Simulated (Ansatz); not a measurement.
# Twisted 2H-MoTe2/1T-TiSe2 bilayer, 87.80° (78 atoms): geometry optimisation

Wanted: the relaxed structure of twisted 2H-MoTe2/1T-TiSe2 bilayer, 87.80° (78 atoms) and its electronic structure.

Method: Kohn-Sham DFT, PBE+D3(BJ), PAW (set soft_2, large core), plane waves, in Ansatz 0.2.0.

## (1) The starting structure

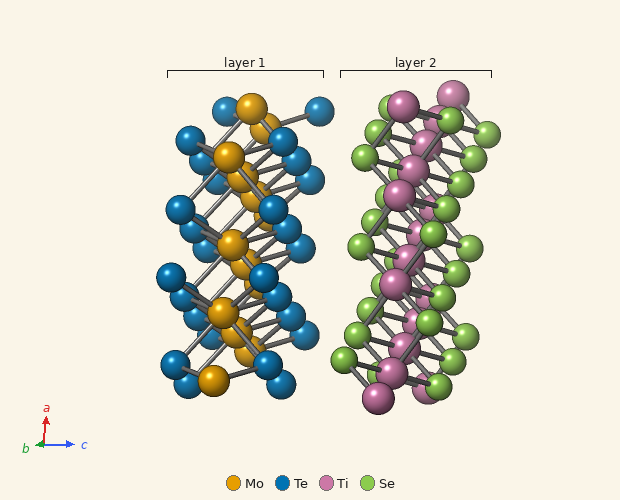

Start, viewed from the side, with the c axis across the page; molybdenum orange, tellurium blue, titanium pink, selenium green. Some periodic images of atoms are drawn too.

The cell holds 78 atoms: 13 Mo, 26 Te, 13 Ti and 26 Se. Cell: a = 12.728 Å, b = 12.728 Å, c = 26.040 Å, α = 90.0°, β = 90.0°, γ = 120.0°. It derives from Te2Mo and TiSe2. 2H-MoTe2 (a = 3.52 Å) under 1T-TiSe2 (a = 3.54 Å), bilayer, commensurate cell of 13 unit cells a layer, twist 87.80 deg, both strained to the mean lattice constant; facing planes 3.34 Å apart; 16 Å of vacuum; layers as built, displaced by a Gaussian of 0.01 Å. Regions: layer 1, 39 atoms (13 Mo and 26 Te); layer 2, 39 atoms (13 Ti and 26 Se). Vacuum lies along c.

Limits known from the start: The main run has no spin polarisation, so moments on Ti can't form in it, and no Hubbard term. Sampling is at Γ alone, for a cell whose shortest periodic width is 11 Å. The levels lack spin–orbit coupling, which is large for the heavy elements here.

## (2) Relaxation

The atoms are relaxed in the fixed cell, aiming at the force tolerance of the input.

The input, input.yaml:

```yaml
crystal:
  lattice:
    - [12.7276, 0.0, 0.0]
    - [-6.3638, 11.02242, 0.0]
    - [0.0, 0.0, 26.04]
  atoms:
    - { symbol: Mo, position: [0.12921, 0.17983, 0.37627] }
    - { symbol: Te, position: [0.18077, 0.05185, 0.44597] }
    - { symbol: Te, position: [0.18048, 0.05166, 0.30784] }
    - { symbol: Mo, position: [0.20475, 0.48731, 0.37609] }
    - { symbol: Te, position: [0.25612, 0.35863, 0.44586] }
    - { symbol: Te, position: [0.25591, 0.35924, 0.30719] }
    - { symbol: Mo, position: [0.28278, 0.7967, 0.37611] }
    - { symbol: Te, position: [0.33445, 0.66909, 0.44535] }
    - { symbol: Te, position: [0.33302, 0.66829, 0.30718] }
    - { symbol: Mo, position: [0.35909, 0.10214, 0.37661] }
    - { symbol: Te, position: [0.41, 0.97516, 0.44538] }
    - { symbol: Te, position: [0.40971, 0.97513, 0.30699] }
    - { symbol: Mo, position: [0.43591, 0.40972, 0.37569] }
    - { symbol: Te, position: [0.4862, 0.28168, 0.44594] }
    - { symbol: Te, position: [0.48603, 0.28202, 0.30667] }
    - { symbol: Mo, position: [0.51256, 0.71676, 0.37596] }
    - { symbol: Te, position: [0.56417, 0.5884, 0.4455] }
    - { symbol: Te, position: [0.56441, 0.59017, 0.30716] }
    - { symbol: Mo, position: [0.58934, 0.02501, 0.37672] }
    - { symbol: Te, position: [0.64131, 0.89762, 0.4453] }
    - { symbol: Te, position: [0.6394, 0.8962, 0.30662] }
    - { symbol: Mo, position: [0.66491, 0.33212, 0.37645] }
    - { symbol: Te, position: [0.71836, 0.20577, 0.44555] }
    - { symbol: Te, position: [0.71695, 0.20407, 0.3075] }
    - { symbol: Mo, position: [0.74323, 0.64077, 0.37643] }
    - { symbol: Te, position: [0.7944, 0.51324, 0.44526] }
    - { symbol: Te, position: [0.79483, 0.51322, 0.30719] }
    - { symbol: Mo, position: [0.82171, 0.94833, 0.37608] }
    - { symbol: Te, position: [0.87143, 0.81898, 0.44503] }
    - { symbol: Te, position: [0.87358, 0.82229, 0.3072] }
    - { symbol: Mo, position: [0.89571, 0.25617, 0.37656] }
    - { symbol: Te, position: [0.95027, 0.12954, 0.44545] }
    - { symbol: Te, position: [0.94861, 0.12741, 0.30702] }
    - { symbol: Mo, position: [0.97424, 0.56364, 0.37554] }
    - { symbol: Te, position: [0.02531, 0.43542, 0.44545] }
    - { symbol: Te, position: [0.02611, 0.43608, 0.30703] }
    - { symbol: Mo, position: [0.05204, 0.87072, 0.37617] }
    - { symbol: Te, position: [0.10234, 0.74235, 0.44561] }
    - { symbol: Te, position: [0.10179, 0.74348, 0.30758] }
    - { symbol: Ti, position: [0.07794, 0.77141, 0.63371] }
    - { symbol: Se, position: [0.25618, 0.89613, 0.6927] }
    - { symbol: Se, position: [0.20514, 0.71949, 0.57409] }
    - { symbol: Ti, position: [0.15444, 0.54004, 0.63261] }
    - { symbol: Se, position: [0.33358, 0.66765, 0.69192] }
    - { symbol: Se, position: [0.2817, 0.48706, 0.57293] }
    - { symbol: Ti, position: [0.38489, 0.8443, 0.63341] }
    - { symbol: Se, position: [0.56241, 0.97337, 0.69292] }
    - { symbol: Se, position: [0.51144, 0.79436, 0.57346] }
    - { symbol: Ti, position: [0.99977, 0.00029, 0.63355] }
    - { symbol: Se, position: [0.18092, 0.12953, 0.69247] }
    - { symbol: Se, position: [0.12809, 0.94911, 0.57415] }
    - { symbol: Ti, position: [0.23237, 0.30744, 0.63315] }
    - { symbol: Se, position: [0.40827, 0.435, 0.69301] }
    - { symbol: Se, position: [0.35986, 0.25511, 0.57386] }
    - { symbol: Ti, position: [0.45989, 0.61375, 0.63329] }
    - { symbol: Se, position: [0.64117, 0.7444, 0.69245] }
    - { symbol: Se, position: [0.5876, 0.56345, 0.57394] }
    - { symbol: Ti, position: [0.69236, 0.92185, 0.63366] }
    - { symbol: Se, position: [0.87104, 0.05157, 0.69293] }
    - { symbol: Se, position: [0.81935, 0.87221, 0.57359] }
    - { symbol: Ti, position: [0.30662, 0.07726, 0.63351] }
    - { symbol: Se, position: [0.48634, 0.20402, 0.69257] }
    - { symbol: Se, position: [0.4358, 0.02457, 0.57377] }
    - { symbol: Ti, position: [0.53844, 0.38429, 0.63349] }
    - { symbol: Se, position: [0.71713, 0.51275, 0.69355] }
    - { symbol: Se, position: [0.6645, 0.33205, 0.57439] }
    - { symbol: Ti, position: [0.76899, 0.69171, 0.63414] }
    - { symbol: Se, position: [0.94722, 0.82088, 0.69258] }
    - { symbol: Se, position: [0.89634, 0.64044, 0.57315] }
    - { symbol: Ti, position: [0.61633, 0.1548, 0.63315] }
    - { symbol: Se, position: [0.79621, 0.28219, 0.69254] }
    - { symbol: Se, position: [0.74224, 0.101, 0.57417] }
    - { symbol: Ti, position: [0.84688, 0.46194, 0.63331] }
    - { symbol: Se, position: [0.02552, 0.59003, 0.69217] }
    - { symbol: Se, position: [0.97327, 0.40899, 0.57365] }
    - { symbol: Ti, position: [0.92231, 0.23079, 0.63346] }
    - { symbol: Se, position: [0.10348, 0.35831, 0.69297] }
    - { symbol: Se, position: [0.05139, 0.18015, 0.57384] }
kpoints:
  mp_grid: { grid: [1, 1, 1] }
hamiltonian:
  xc: pbe
  dispersion: d3bj
  pseudopotentials: { kind: paw, core: large }
scf:
  occupations: { method: fermi_dirac, width: 0.025 }
output:
  forces: true
relax:
  f_tol: 0.05
  max_steps: 48
```

Started as:

```console
> ansatz run input.yaml --threads 4 --pin off --max-ram 8192MiB --backend cpu --events-out ev --progress --plain --runs-dir out
```

Numbers of over 12 decimals in the logs are rounded to 6 here.

The log of the run:

```text
Engine: ansatz 0.2.0, aarch64-unknown-linux-gnu
Pseudopotentials: kind: paw
Pseudopotential: Mo, paw, valence charge 14, recommended cutoff 420 eV (normal), Mo.paw.azcp
Pseudopotential: Te, paw, valence charge 6, recommended cutoff 420 eV (normal), Te.paw.azcp#standard-large-core
Pseudopotential: Ti, paw, valence charge 12, recommended cutoff 420 eV (normal), Ti.paw.azcp
Pseudopotential: Se, paw, valence charge 6, recommended cutoff 420 eV (normal), Se.paw.azcp#standard-large-core
Functional definition: PBE
  parameter kappa = 0.804
  parameter beta = 0.066725
  exchange = pbe_x(kappa = kappa, mu = beta*pi^2/3)
  correlation = pbe_c(beta = beta)
Crystal: 78 atoms, lattice volume = 3653.124 Å³
Basis set: ecut = 420 eV, 71403 PW (Γ), exchange–correlation on 180×180×360 points (8 copies of the dense FFT grid, shifted against one another)
Bands: 403, of which v1, the nominal top of the filled ones, is band 325 counted from 1 (324 counted from 0)
Symmetry: 1 space group operations
Space group: P1 (ITA 1), of the structure as read, at distance tolerance 1.5e-4 Å
k-points: 1
Non-local potential: Mo, projectors of the file, l = 0: 3, l = 1: 2, l = 2: 2, l = 3: 1
Non-local potential: Te, projectors of the file, l = 0: 2, l = 1: 2, l = 2: 2, l = 3: 1
Non-local potential: Ti, projectors of the file, l = 0: 3, l = 1: 2, l = 2: 3, l = 3: 1
Non-local potential: Se, projectors of the file, l = 0: 2, l = 1: 2, l = 2: 2
PAW form: soft (Blöchl's): semilocal exchange-correlation on the pseudo side does not see the compensation charge
PAW one-centre angular grid: Mo, 590 points (default); XC on 64 Gauss nodes
PAW one-centre angular grid: Te, 194 points (default); XC on 64 Gauss nodes
PAW one-centre angular grid: Ti, 590 points (default); XC on 64 Gauss nodes
PAW one-centre angular grid: Se, 110 points (default); XC on 64 Gauss nodes
Initial density: superposition of atomic densities (neutral atoms: chi_scale 0, normalization atom)
Initial wavefunctions: pseudopotential atomic-orbital guess
Functional: x = pbe(κ = 0.804, μ = 0.219515), c = pbe(β = 0.066725)
SCF iter   1: F=—  HF=-292628.593882 eV  |F-HF|=—  |Δ(HF+E_count)|=         —  Δρ=3.49e-2  dr2=1.16e2  ethr=3.10e-3  ⟨swp⟩=7.0  Hψ=1882  notcnv=0  defer=27
preconditioner: auto → LDOS  [metal: Δε(μ)=0.015 eV  Ē_g=6.633 eV  σ=0.025 eV  W_gap=0.15  n_scr=514 (ndim 8)  ℏωp=12.9 eV  f_vac=0.464  D(μ)=185.95/eV (n_scr^D=1728)  β→1.0]
SCF iter   2: F=—  HF=-292614.758313 eV  |F-HF|=—  |Δ(HF+E_count)|=    1.38e1  Δρ=1.69e-2  dr2=1.22e1  ethr=3.10e-3  ⟨swp⟩=3.0  Hψ=863  notcnv=0  defer=45
SCF iter   3: F=—  HF=-292614.355054 eV  |F-HF|=—  |Δ(HF+E_count)|=   4.03e-1  Δρ=1.17e-2  dr2=1.08e1  ethr=1.87e-3  ⟨swp⟩=5.0  Hψ=1272  notcnv=0  defer=39
SCF iter   4: F=—  HF=-292615.053245 eV  |F-HF|=—  |Δ(HF+E_count)|=   6.98e-1  Δρ=1.38e-2  dr2=2.29e1  ethr=1.66e-3  ⟨swp⟩=5.0  Hψ=1219  notcnv=0  defer=42
SCF iter   5: F=—  HF=-292613.142045 eV  |F-HF|=—  |Δ(HF+E_count)|=    1.91e0  Δρ=3.92e-3  dr2=1.74e0  ethr=1.66e-3  ⟨swp⟩=5.0  Hψ=1058  notcnv=0  defer=39
SCF iter   6: F=—  HF=-292612.985096 eV  |F-HF|=—  |Δ(HF+E_count)|=   1.57e-1  Δρ=2.02e-3  dr2=4.26e-1  ethr=2.67e-4  ⟨swp⟩=5.0  Hψ=1181  notcnv=0  defer=39
SCF iter   7: F=—  HF=-292612.997508 eV  |F-HF|=—  |Δ(HF+E_count)|=   1.24e-2  Δρ=1.74e-3  dr2=4.34e-1  ethr=6.56e-5  ⟨swp⟩=6.0  Hψ=615  notcnv=0  defer=39
SCF iter   8: F=—  HF=-292612.970354 eV  |F-HF|=—  |Δ(HF+E_count)|=   2.72e-2  Δρ=5.93e-4  dr2=2.98e-2  ethr=6.56e-5  ⟨swp⟩=5.0  Hψ=596  notcnv=0  defer=39
SCF iter   9: F=—  HF=-292612.970679 eV  |F-HF|=—  |Δ(HF+E_count)|=   3.25e-4  Δρ=5.36e-4  dr2=3.86e-2  ethr=4.58e-6  ⟨swp⟩=3.0  Hψ=677  notcnv=0  defer=39
SCF iter  10: F=—  HF=-292612.969777 eV  |F-HF|=—  |Δ(HF+E_count)|=   9.02e-4  Δρ=2.78e-4  dr2=8.64e-3  ethr=4.58e-6  ⟨swp⟩=2.0  Hψ=478  notcnv=0  defer=39
SCF iter  11: F=—  HF=-292612.970219 eV  |F-HF|=—  |Δ(HF+E_count)|=   4.42e-4  Δρ=2.01e-4  dr2=5.75e-3  ethr=1.33e-6  ⟨swp⟩=2.0  Hψ=518  notcnv=0  defer=39
SCF iter  12: F=—  HF=-292612.969962 eV  |F-HF|=—  |Δ(HF+E_count)|=   2.56e-4  Δρ=1.23e-4  dr2=2.20e-3  ethr=8.84e-7  ⟨swp⟩=2.0  Hψ=476  notcnv=0  defer=39
SCF iter  13: F=—  HF=-292612.970007 eV  |F-HF|=—  |Δ(HF+E_count)|=   4.45e-5  Δρ=1.10e-4  dr2=1.81e-3  ethr=3.38e-7  ⟨swp⟩=2.0  Hψ=412  notcnv=0  defer=39
SCF iter  14: F=—  HF=-292612.970011 eV  |F-HF|=—  |Δ(HF+E_count)|=   4.01e-6  Δρ=9.11e-5  dr2=1.25e-3  ethr=2.79e-7  ⟨swp⟩=2.0  Hψ=465  notcnv=0  defer=39
SCF iter  15: F=—  HF=-292612.970001 eV  |F-HF|=—  |Δ(HF+E_count)|=   9.74e-6  Δρ=7.36e-5  dr2=7.34e-4  ethr=1.93e-7  ⟨swp⟩=2.0  Hψ=426  notcnv=0  defer=39
SCF iter  16: F=—  HF=-292612.969960 eV  |F-HF|=—  |Δ(HF+E_count)|=   4.11e-5  Δρ=5.06e-5  dr2=3.22e-4  ethr=1.13e-7  ⟨swp⟩=2.0  Hψ=426  notcnv=0  defer=39
SCF iter  17: F=—  HF=-292612.969949 eV  |F-HF|=—  |Δ(HF+E_count)|=   1.08e-5  Δρ=4.18e-5  dr2=1.76e-4  ethr=4.96e-8  ⟨swp⟩=2.0  Hψ=433  notcnv=0  defer=39
SCF iter  18: F=—  HF=-292612.969962 eV  |F-HF|=—  |Δ(HF+E_count)|=   1.34e-5  Δρ=3.23e-5  dr2=1.10e-4  ethr=2.71e-8  ⟨swp⟩=2.0  Hψ=463  notcnv=0  defer=39
SCF iter  19: F=—  HF=-292612.969970 eV  |F-HF|=—  |Δ(HF+E_count)|=   7.44e-6  Δρ=2.83e-5  dr2=7.27e-5  ethr=1.69e-8  ⟨swp⟩=2.0  Hψ=460  notcnv=0  defer=39
SCF iter  20: F=-292612.969962 eV  HF=-292612.969974 eV  |F-HF|=1.14e-5  |Δ(HF+E_count)|=   3.65e-6  Δρ=1.67e-5  dr2=2.40e-5  ethr=9.62e-9  ⟨swp⟩=4.0  Hψ=1087  notcnv=0
SCF 1 converged in 20 iterations: F = -292612.969962 eV  dr2 = 2.40e-5
  greatest PAW one-centre occupation: 0.999 electrons in one spin orbital (limit 2), on the Ti atom at site 45 (counted from 0), in its partial waves of l = 0
relax step   1: F+E_penalty+E_count = -292612.96996209 eV  Δ(F+E_penalty+E_count) = +0.000e0 eV  max|allowed force component| = 4.708e-1 eV/Å  Δτ_max = 0.0000 Å  (20 SCF iters, dr2 threshold 6.25e-5 eV, accepted)
[...]
relax step   2: F+E_penalty+E_count = -292612.70867931 eV  Δ(F+E_penalty+E_count) = +2.613e-1 eV  max|allowed force component| = 7.857e-1 eV/Å  Δτ_max = 0.1662 Å  (15 SCF iters, dr2 threshold 1.39e-5 eV, rejected (line search))
[...]
relax step   3: F+E_penalty+E_count = -292613.44874081 eV  Δ(F+E_penalty+E_count) = -4.788e-1 eV  max|allowed force component| = 4.446e-1 eV/Å  Δτ_max = 0.0831 Å  (15 SCF iters, accepted)
relax step   4: F+E_penalty+E_count = -292613.52419257 eV  Δ(F+E_penalty+E_count) = -7.545e-2 eV  max|allowed force component| = 4.257e-1 eV/Å  Δτ_max = 0.0966 Å  (10 SCF iters, dr2 threshold 1.24e-5 eV, accepted)
relax step   5: F+E_penalty+E_count = -292613.68686020 eV  Δ(F+E_penalty+E_count) = -1.627e-1 eV  max|allowed force component| = 2.657e-1 eV/Å  Δτ_max = 0.0498 Å  (8 SCF iters, dr2 threshold 1.00e-4 eV, accepted)
relax step   6: F+E_penalty+E_count = -292613.64536469 eV  Δ(F+E_penalty+E_count) = +4.150e-2 eV  max|allowed force component| = 4.326e-1 eV/Å  Δτ_max = 0.1698 Å  (9 SCF iters, dr2 threshold 2.75e-5 eV, rejected (line search))
relax step   7: F+E_penalty+E_count = -292613.82236043 eV  Δ(F+E_penalty+E_count) = -1.355e-1 eV  max|allowed force component| = 1.425e-1 eV/Å  Δτ_max = 0.0849 Å  (14 SCF iters, accepted)
relax step   8: F+E_penalty+E_count = -292613.80329746 eV  Δ(F+E_penalty+E_count) = +1.906e-2 eV  max|allowed force component| = 3.797e-1 eV/Å  Δτ_max = 0.0957 Å  (9 SCF iters, dr2 threshold 5.84e-6 eV, rejected (line search))
relax step   9: F+E_penalty+E_count = -292613.84709412 eV  Δ(F+E_penalty+E_count) = -2.473e-2 eV  max|allowed force component| = 5.212e-2 eV/Å  Δτ_max = 0.0479 Å  (12 SCF iters, accepted)
[...]
relax step  10: F+E_penalty+E_count = -292613.85404735 eV  Δ(F+E_penalty+E_count) = -6.953e-3 eV  max|allowed force component| = 2.667e-2 eV/Å  Δτ_max = 0.0310 Å  (12 SCF iters, accepted)
SCF converged after 12 iterations
Free energy (F): -292613.854047 eV
Harris-Foulkes:  -292613.854047 eV  (|F-HF|=4.66e-10)
Internal energy: -292613.853837 eV  (E = F + TS)
E sigma→0 (E₀):  -292613.853942 eV
Entropy (-TS):   -0.000210 eV (-0.003 meV/atom)
Fermi energy:    2.088281 eV
--- Per-component energies (eV) ---
  E_band       = -9269.206254
  E_kinetic    = 13641.332792
  E_local      = -373368.747645  (includes V_loc(G=0)·N_el)
  E_nonlocal   = 4367.235650
  E_hartree    = 179634.159607
  E_xc         = -17800.072900
  E_vxc        = -8827.465941  (∫ρ·V_xc dr)
  E_paw        = -227938.925989  (= ΣΔE_a)
  E_vpaw       = -4349.885742  (= ΣTr[D̂ρ^β])
  E_aug_tail   = 0.002137  (compensation charges beyond the density's cutoff)
  E_ewald      = 128882.806207
  E_disp       = -31.643696  (pairwise vdW)
  E_smearing   = -0.000210  (= −TS)
  E_closure    = -0.000000  (closes the sum)
  Σ components = -292613.854047   (vs F -292613.854047, Δ=0.00e0)
--- Forces (eV/Å), atoms counted from 1 ---
  atom   1  Mo    -0.00016250     0.00045698     0.00187459
  atom   2  Te    -0.00245356    -0.00012505     0.00664589
  atom   3  Te     0.00060942    -0.00080271    -0.00027078
  atom   4  Mo    -0.00071411    -0.00025739     0.00066448
  atom   5  Te    -0.00193087    -0.00121876     0.00080881
  atom   6  Te     0.00042176    -0.00010274    -0.00019446
  atom   7  Mo     0.00237886     0.00058568     0.00040853
  atom   8  Te    -0.00088979    -0.00081615     0.00135209
  atom   9  Te     0.00006634    -0.00001775     0.00094150
  atom  10  Mo     0.00001111     0.00021249     0.00139889
  atom  11  Te     0.00008245     0.00198681    -0.00363003
  atom  12  Te     0.00022153    -0.00034930     0.00121814
  atom  13  Mo     0.00030162     0.00221832    -0.00143271
  atom  14  Te    -0.00083460    -0.00028715    -0.00157372
[...]
atom  77  Se     0.00405587    -0.00583486     0.00036447
  atom  78  Se    -0.00781038    -0.00940686    -0.01609186
  max |Σ_I F_I| component: 5.23e-5 eV/Å
--- Relaxed structure (10 steps of the walk, 7 accepted, 0 SCFs on fresh bases) ---
  F+E_penalty+E_count = -292613.85404735 eV   max|allowed force component| = 2.667e-2 eV/Å
  atoms:
    - { symbol: Mo, position: [0.127088, 0.179434, 0.376713] }
    - { symbol: Te, position: [0.179566, 0.052667, 0.446058] }
    - { symbol: Te, position: [0.179466, 0.051802, 0.307309] }
    - { symbol: Mo, position: [0.207244, 0.487651, 0.376708] }
[...]
- { symbol: Se, position: [0.047875, 0.176826, 0.573492] }
```

The job ended after 7 min (4 threads of Arm Neoverse V2, shared host; peak memory 4.5 GiB).

The program notes that potentials were chosen by core size.

The steps of the relaxation:

```
step  energy less that of the first step (eV)  largest force component (eV/Å)
   1                                   0.0000                          0.4708
   2                                   0.2613                          0.7857
   3                                  -0.4788                          0.4446
   4                                  -0.5542                          0.4257
   5                                  -0.7169                          0.2657
   6                                  -0.6754                          0.4325
   7                                  -0.8524                          0.1425
   8                                  -0.8333                          0.3797
   9                                  -0.8771                          0.0521
  10                                  -0.8841                          0.0267
```

Relaxation steps 2, 6, 8 were tried and not accepted.

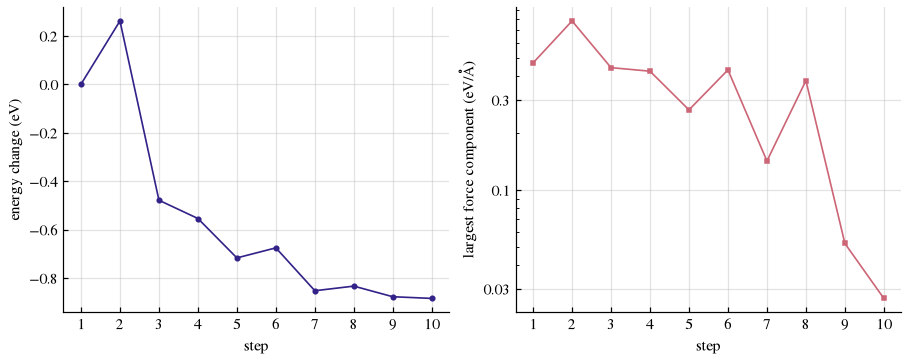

Energy and largest force along the relaxation.

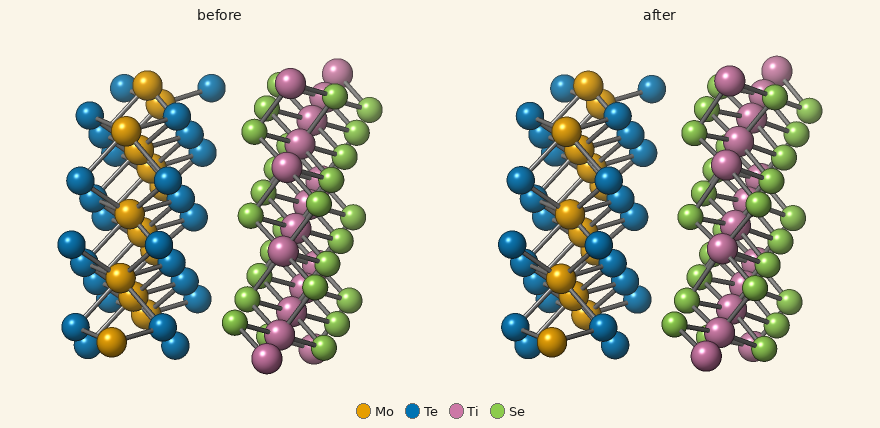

Before and after, at one scale.

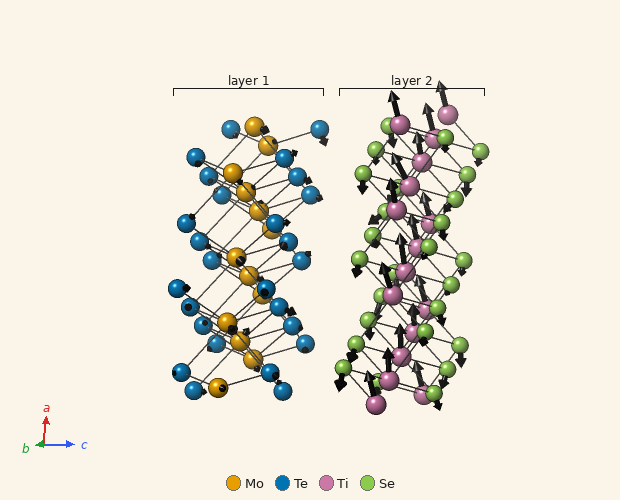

Displacements in the relaxation, exaggerated; the longest in the cell stands for 0.13 Å. Some periodic images of atoms are drawn too.

The atoms that moved most (Å):

```
atom     dx     dy      dz  length
Ti55  0.096  0.083  -0.015   0.128
Ti67  0.082  0.070  -0.052   0.119
Ti76  0.096  0.056  -0.029   0.115
Ti61  0.087  0.067  -0.030   0.114
Ti46  0.071  0.084  -0.028   0.114
Ti49  0.089  0.055  -0.027   0.108
Ti64  0.088  0.054  -0.023   0.106
Ti58  0.067  0.080  -0.013   0.106
```

The relaxation changed the energy by -11.3 meV/atom, and atoms moved by 0.058 Å r.m.s., 0.13 Å at most.

[end of part 1 of 2]

[Logs are printed without paths, hosts, clocks, repeated set-up lines and the standing remarks that a program may print on its own settings, such as how far it seeks lower states.]

[Hosts, paths, dates, database ids (printed as entryN), source tags and the programs' standing remarks are cut or masked in the printed files.]
